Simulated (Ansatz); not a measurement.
# AsH$_{5}$Si···H$_{2}$S: what the fields show

Input

```
crystal:
  periodic: [false, false, false]
  atoms:
    - {symbol: Si, position_ang: [-1.008736, -0.000770, 0.830675]}
    - {symbol: S, position_ang: [2.368619, 1.092792, -0.932758]}
    - {symbol: H, position_ang: [-0.834685, 1.467573, 0.678593]}
    - {symbol: H, position_ang: [0.216505, -0.566069, 1.455152]}
    - {symbol: H, position_ang: [-2.159311, -0.244264, 1.741053]}
    - {symbol: H, position_ang: [2.581537, 0.344081, 0.159978]}
    - {symbol: As, position_ang: [-1.529611, -0.934069, -1.275567]}
    - {symbol: H, position_ang: [1.850791, 2.096544, -0.208796]}
    - {symbol: H, position_ang: [-1.410250, -2.352040, -0.732429]}
    - {symbol: H, position_ang: [-0.074859, -0.903777, -1.715900]}
basis:
  gaussian: {orbitals: def2-TZVPP}
hamiltonian: {xc: pbe0, dispersion: d4}
output: {orbitals: {seedname: orbitals}}
```

Launched as:

```sh
ansatz run in.yaml --threads 4 --pin off --events-out ev --progress --plain --max-ram 9574MiB
```

The product side of a reaction path; geometry: PBE0-D4/def2-TZVP.

Method: RKS PBE0-D4/def2-TZVPP in Ansatz.

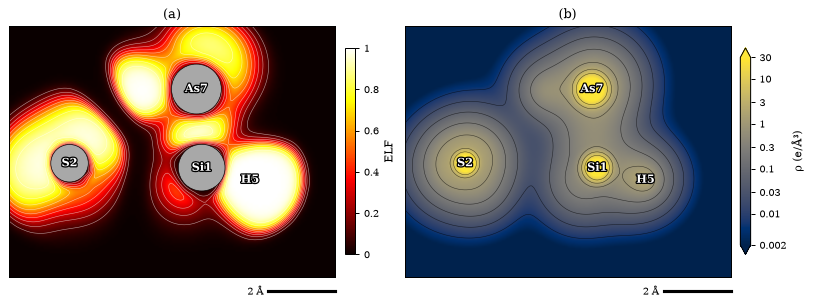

Figure 1. (a) electron localisation function; (b) electron density on the plane of atoms H5, Si1 and As7. Grey discs cover the atomic cores in the ELF map.

Question: Describe what can be read from this map.

Answer: The plane passes through Si, S, H and As nuclei. Si1···S2 (3.96 Å): the density falls to about 0.03 e/Å³ on the way; the ELF dips to about 0 between them: a non-bonded, intermolecular contact. Si–As (2.36 Å): ρ is about 0.64 e/Å³ halfway; the ELF peaks at about 0.95 between the atoms (a covalent bond). Si–H (1.49 Å): ρ is about 0.79 e/Å³ halfway; the ELF climbs to about 1 towards the hydrogen, as it does in any bond to H. The ELF also peaks beside S2 and As7, away from the bonds: lone-pair regions.

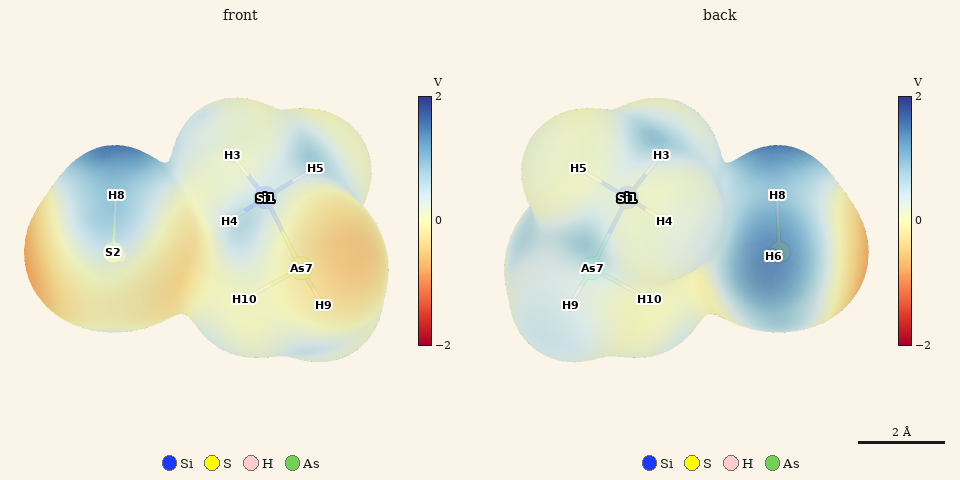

Figure 2. The electrostatic potential painted on the density surface at 0.002 e/bohr³, seen from the front and from behind; red is negative and blue positive.

Question: Which sites attract a positive test charge, and which a negative one?

Answer: A positive charge is drawn to the negative regions and a negative charge to the positive ones. The most negative region (about −0.8 V) lies over S2, the most positive (about +1.5 V) over H6 and H8.

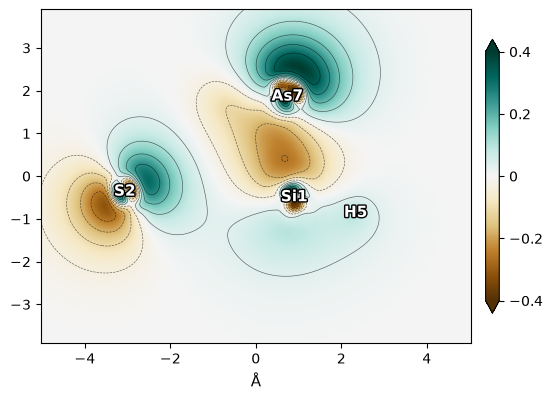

Figure 3. The HOMO on the plane of atoms H5, Si1 and As7 (values in Å⁻³ᐟ²; the overall sign is arbitrary).

Question: Where does this orbital lie, and at what energy?

Answer: By Hirshfeld shares it lies mainly on As7 (about 55 %), S2 (about 20 %) and Si1 (about 10 %). Its energy is −7.41 eV.
